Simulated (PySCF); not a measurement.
# C5H9B2N: the cost of one run

Programs: PySCF 2.14.0, with density-fitted response routines of our own. Each step states its level of theory. These are calculated values for one molecule in the gas phase, unless marked as measured. Atoms are numbered from 0 throughout.

### 1 Starting geometry

17 atoms, charge 0, multiplicity 1; geometry from: GFN2-xTB.

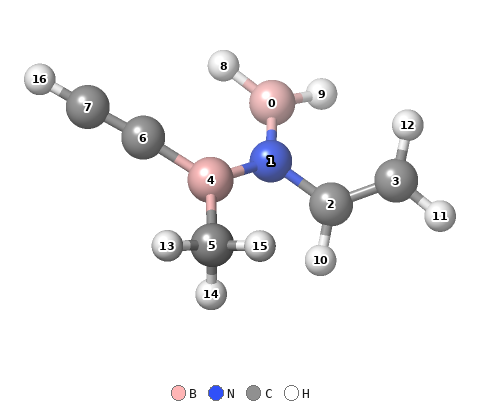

The starting geometry (boron pink, nitrogen blue, carbon grey, hydrogen white), atoms numbered.

### 2 Excited states and response: wB97X-D/def2-SVPD

The job: settings as JSON, then the geometry in Å.

```
{"job": {"kind": "uv", "xc": "wB97X-D", "basis": "def2-SVPD", "nstates": 8, "ntriplets": 3}, "charge": 0, "multiplicity": 1}
B      1.036181     1.572035     0.490648
N      0.502779     0.369869    -0.029390
C      1.359512    -0.532127    -0.696496
C      2.554138    -0.894315    -0.260846
B     -0.884907     0.016549     0.067232
C     -1.427649    -1.358847    -0.510911
C     -1.873155     0.954395     0.727968
C     -2.724904     1.640347     1.232635
H      0.339103     2.293629     1.088581
H      2.157941     1.839664     0.287029
H      0.962200    -0.941792    -1.617071
H      3.167313    -1.578879    -0.819102
H      2.959158    -0.516501     0.662044
H     -2.439087    -1.578091    -0.177523
H     -1.452133    -1.331465    -1.601016
H     -0.793273    -2.199927    -0.234543
H     -3.450216     2.257488     1.679777
```

Level: TDDFT wB97X-D/def2-SVPD, vertical, gas phase, core orbitals frozen in the response.

The run is started by

```
$ OMP_NUM_THREADS=1 python probes_run.py task.json out
```

The driver reads the jobs from task.json and runs them one after another.

Q: Estimate the wall time and peak memory of this job on 1 thread of Intel Xeon at 2.50GHz, shared host.

About 2.1 min, with a peak of 1 GiB.
